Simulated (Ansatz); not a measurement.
# Single-point calculation of CH$_{5}$FSi

CH$_{5}$FSi, computed with RHF-MP2, frozen core/def2-QZVPP (Ansatz 0.2.0).

The geometry comes from this level: PBE0-D4/def2-TZVP.

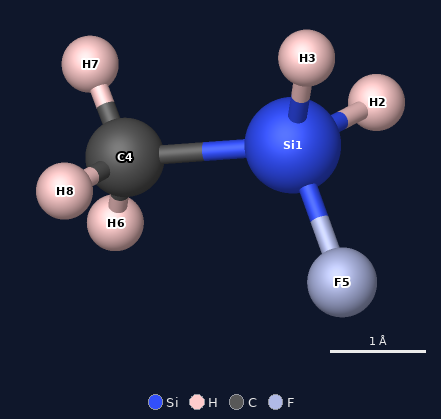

The structure (ball-and-stick view, seen at a tilt; atoms are numbered from 1 in the order of the input). Bond lengths as drawn: C–H 1.09 Å, C–Si 1.85 Å, F–Si 1.60 Å and H–Si 1.48 Å.

Input
```yaml
crystal:
  periodic: [false, false, false]
  atoms:
    - {symbol: Si, position_ang: [-0.552951, 0.063720, -1.089732]}
    - {symbol: H, position_ang: [-1.014645, -0.434804, -2.409963]}
    - {symbol: H, position_ang: [-1.384880, 1.220677, -0.672572]}
    - {symbol: C, position_ang: [-0.567797, -1.279150, 0.187566]}
    - {symbol: F, position_ang: [0.947223, 0.599328, -1.280619]}
    - {symbol: H, position_ang: [0.058134, -2.120265, -0.118911]}
    - {symbol: H, position_ang: [-1.587309, -1.648920, 0.330038]}
    - {symbol: H, position_ang: [-0.203701, -0.910170, 1.148983]}
basis:
  gaussian: {orbitals: "def2-QZVPP.json"}
correlation: {method: mp2}
```

Command:
```bash
ansatz run in.yaml --threads 4 --pin off --events-out ev --progress --plain --max-ram 9574MiB
```

Output
```
Functional definition: HF
  name "HF"
  cite "Fock, Z. Phys. 61, 126 (1930) doi:10.1007/BF01340294"
  parent pbe
  exchange = exact_x
  correlation = 0
1970 factors; integrals over basis functions are off by at most 8.4e-4 eV
mean field evaluation 1: about -11679.5134 eV, gradient 3.5e1 eV
mean field evaluation 2: about -11679.5845 eV, gradient 3.5e1 eV
mean field evaluation 4: about -11682.2290 eV, gradient 3.1e0 eV
mean field evaluation 8: about -11682.2642 eV, gradient 1.8e-1 eV
mean field -11682.26434384 eV, -429.3152961128 hartree, gradient 3.0e-6 eV, S^2 0.000000; 0 other end points of the search recorded, 0 dependent functions left out
7 core orbitals not correlated: weight in the atoms' cores, before any rotation towards them, 1.000 or more for the frozen orbitals, at most 0.000 for the correlated occupied ones
reference -11682.26434384 eV, -429.3152961128 hartree; 10, 10 occupied and 317, 317 virtual orbitals, 1970 factors
second order -16.40510779 eV of doubles, -0.00000000 eV of singles
Total energy: -11698.66945163 eV, -429.9181727044 hartree
```

Key numbers

| quantity | value |
| --- | --- |
| outcome | converged |
| total energy | −11698.6695 eV |
| mean-field energy | −11682.2643 eV |
| SCF solution under orbital rotations | stable |
| hardware | 4 threads of Arm Neoverse V1, 23 GiB of memory available, shared host |
| wall time | 6 s (CPU time 22 s) |
| peak memory | 1.2 GiB |
